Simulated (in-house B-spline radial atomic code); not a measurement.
# Hg²⁺: density, ELF and screening along the radius

How do the shells of Hg²⁺ show in real space, and how much do the settings move them?

Method: several methods, spin-polarised, as named in each step; spherical all-electron atom at the radial basis limit. Code: in-house B-spline radial atomic code version 1.

## (1) The atom as given

| Item | Value |
| --- | --- |
| element | mercury (Z = 80) |
| charge | +2 |
| electrons | 78 |
| configuration | [Xe] 4f14 5d10 |
| nucleus | point (non-relativistic runs) or finite (X2C runs) |

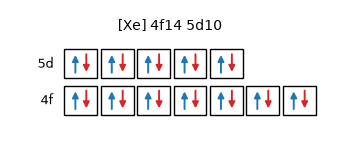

Outer shells as boxes.

Where spins are not typed, each open shell is filled with up spins first.

## (2) PBEsol, non-rel.

Input settings:

```ini
Z = 80
electrons = 78.0
configuration = [Xe] 4f14 5d10
hamiltonian = nr
method = pbesol
spin_polarised = True
```

The run is started by

```sh
> python run_scf.py task.json out
```

The settings of every run stand in task.json; they run in order.

## (3) LDA (VWN5), X2C

Input settings:

```ini
Z = 80
electrons = 78.0
configuration = [Xe] 4f14 5d10
hamiltonian = x2c
method = lda,vwn
spin_polarised = True
nucleus = fermi
rms_radius = 5.4648
mass_number = 202
atomic_mass = 201.970643604
speed_of_light = 137.035999084
```

## (4) PBE, X2C

Settings: those of step 3 with these lines changed.

```diff
@@ -4,3 +4,3 @@
 hamiltonian = x2c
-method = lda,vwn
+method = pbe,pbe
 spin_polarised = True
```

## (5) Hartree-Fock, X2C

Settings: those of step 4 with these lines changed.

```diff
@@ -4,3 +4,3 @@
 hamiltonian = x2c
-method = pbe,pbe
+method = hf
 spin_polarised = True
```

## (6) B97-1, X2C

Settings: those of step 5 with these lines changed.

```diff
@@ -4,3 +4,3 @@
 hamiltonian = x2c
-method = hf
+method = b97_1
 spin_polarised = True
```

**Question.** How large is the system in each run, where do the shell borders lie, and what is the highest level?

**Answer**, as computed:

| run | total energy (hartree) | highest level (eV) | radius holding 50 / 90 / 99 % (bohr) | radius at n = 0.001 (bohr) | ELF minima on the full grid (bohr) |
| --- | --- | --- | --- | --- | --- |
| PBEsol, non-rel. | -18407.4064 | -29.610 | 0.372 / 1.26 / 2.31 | 3.40 | 0.026, 0.091, 0.26, 0.75 |
| LDA (VWN5), X2C | -19613.0194 | -29.043 | 0.366 / 1.24 / 2.35 | 3.45 | 0.026, 0.092, 0.26, 0.76 |
| PBE, X2C | -19624.9820 | -28.744 | 0.366 / 1.24 / 2.35 | 3.46 | 0.026, 0.092, 0.26, 0.76 |
| Hartree-Fock, X2C | -19619.2000 | -35.225 | 0.366 / 1.24 / 2.31 | 3.40 | 0.026, 0.091, 0.26, 0.75 |
| B97-1, X2C | -19624.8261 | -30.269 | 0.366 / 1.24 / 2.33 | 3.44 | 0.026, 0.092, 0.26, 0.75 |

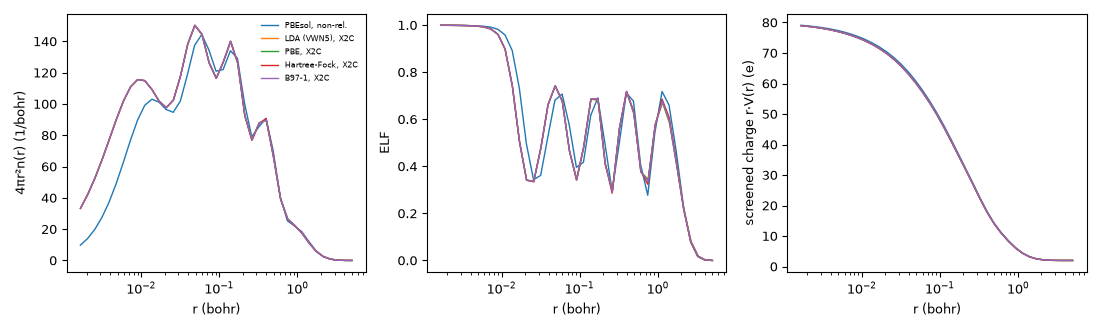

Radial density, ELF and screened nuclear charge of all runs.

**Reading.** In the first run ELF has 4 minima on the grid, which mark the borders between shells. On the record's full grid the screened charge (r times the electrostatic potential) falls from 79.9 near the nucleus to 2.00 at 5.0 bohr; far out it tends to the net charge, 2. The grid is coarse (about 23 % a step), so the places of minima are rough. For X2C runs ELF uses the non-relativistic kinetic energy density, and the fields carry no picture-change correction.
